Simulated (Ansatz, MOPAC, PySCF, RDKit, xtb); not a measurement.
CH4O (SMILES CO) and CH4S (SMILES CS) are pulled apart as rigid monomers along the line of their centres of mass, from the B3LYP-D3(BJ)/def2-TZVP minimum. Starting geometry (charge 0, multiplicity 1):
| atom | x (Å) | y (Å) | z (Å) |
|---|---|---|---|
| C | -0.2896 | -0.5451 | 0.0904 |
| O | -0.1998 | 0.7684 | 0.6352 |
| H | -1.2677 | -0.7301 | -0.3651 |
| H | -0.1510 | -1.2349 | 0.9213 |
| H | 0.4924 | -0.7335 | -0.6519 |
| H | -0.2780 | 1.4103 | -0.0770 |
| C | -1.2250 | 0.0362 | 3.9223 |
| S | 0.5568 | -0.3231 | 3.7860 |
| H | -1.7419 | -0.2159 | 2.9993 |
| H | -1.6089 | -0.5847 | 4.7300 |
| H | -1.3960 | 1.0824 | 4.1670 |
| H | 0.7695 | 0.4326 | 2.6953 |

Interaction energies with rigid monomers; basis-set methods are counterpoise corrected unless marked otherwise.

Frozen-core correlation. The state reached by AM1 isn't checked.

Run with Ansatz (a first-principles code); MOPAC for AM1 (differences of heats of formation); PySCF for the dispersion terms; RDKit for the force fields; xtb for the GFN methods. Values without a source in brackets are computed.

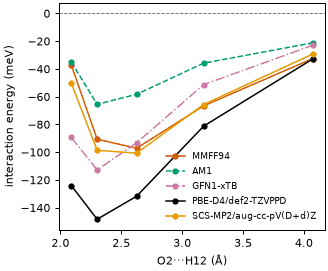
Interaction energy against separation

Question: Which level binds most strongly at O2···H12 = 2.30, and by how much?

Answer: PBE-D4/def2-TZVPPD, -148 meV.
